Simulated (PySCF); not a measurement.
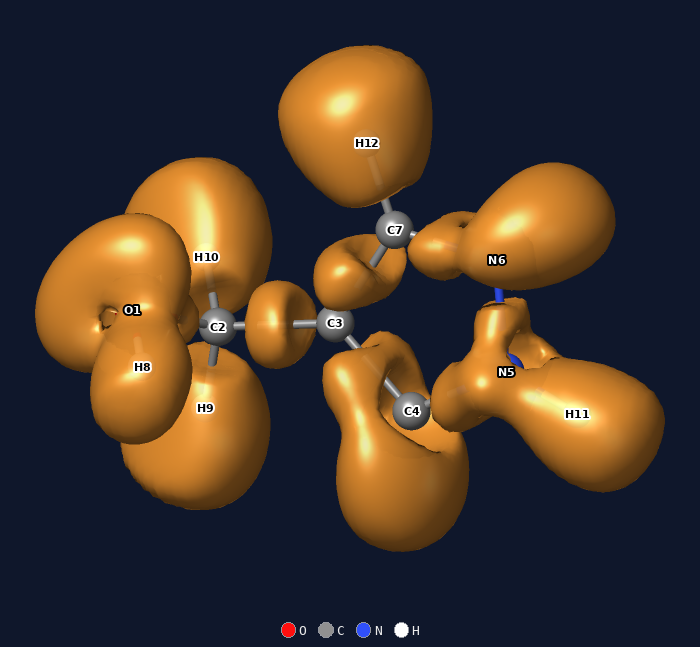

Figure 1: C$_{4}$H$_{5}$N$_{2}$O (SMILES OCc1[c][nH]nc1) (doublet). Isosurface of the ELF at 0.75 (orange), seen at a tilt. Core shells and regions of very low density are left out.

Geometry: GFN2-xTB.

The calculation used PySCF, UKS B3LYP, pcH-1 on C H N O, non-relativistic, mean-field spin-orbit, GIAO.

```yaml
atoms:
  - { symbol: O, position_ang: [-2.2251, -0.3950, 0.6681] }
  - { symbol: C, position_ang: [-1.5028, 0.2433, -0.3659] }
  - { symbol: C, position_ang: [-0.0254, 0.1084, -0.2055] }
  - { symbol: C, position_ang: [0.8618, -0.6512, -0.9381] }
  - { symbol: N, position_ang: [2.0890, -0.5144, -0.4395] }
  - { symbol: N, position_ang: [2.0702, 0.2995, 0.6210] }
  - { symbol: C, position_ang: [0.8094, 0.6776, 0.7736] }
  - { symbol: H, position_ang: [-1.9653, -1.3224, 0.7009] }
  - { symbol: H, position_ang: [-1.8009, -0.1546, -1.3468] }
  - { symbol: H, position_ang: [-1.7930, 1.2963, -0.3093] }
  - { symbol: H, position_ang: [2.9515, -0.9274, -0.7538] }
  - { symbol: H, position_ang: [0.5319, 1.3392, 1.5693] }
```

> Where are the electrons localised?

The surface consists of two regions between bonded C–C atoms (shared pairs), four regions around hydrogen nuclei, one region on C in which the atom's valence shell and bonds are merged, one region on N in which the atom's valence shell and bonds are merged and one joined region spread over several atoms (H, O), in which their bonds and any lone pairs are merged.

Values along the shortest contacts:
C–N (1.33 Å): the ELF peaks at about 0.90 between the atoms: localised, covalent bonding. N–N (1.34 Å): the ELF peaks at about 0.90 between the atoms; a covalent bond.
